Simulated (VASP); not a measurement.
Energy against volume of Cu$_{2}$O (cuprite). Computed with rev-vdW-DF2, VASP's PBE PAW potentials (set 64) (plane waves; VASP 6.6.1).

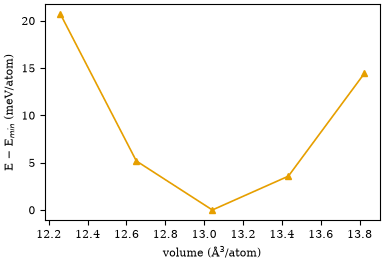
Fig. 1. Energy against volume

Problem. Estimate the equilibrium volume and the bulk modulus.

Solution. The minimum lies near 13.1 Å³/atom, and the curvature gives B0 of about 120 GPa.

Measured: a 4.276 Å at 15 K (computed value off by +0.1 %), as given by Leila H. N. Rimmer et al., Physical Review B (2014), arXiv:1402.1026. The calculation is for a static lattice, while the measured a holds thermal and zero-point effects, which are part of the difference.

The compound is Cu2O in the cuprite structure. It was relaxed first.
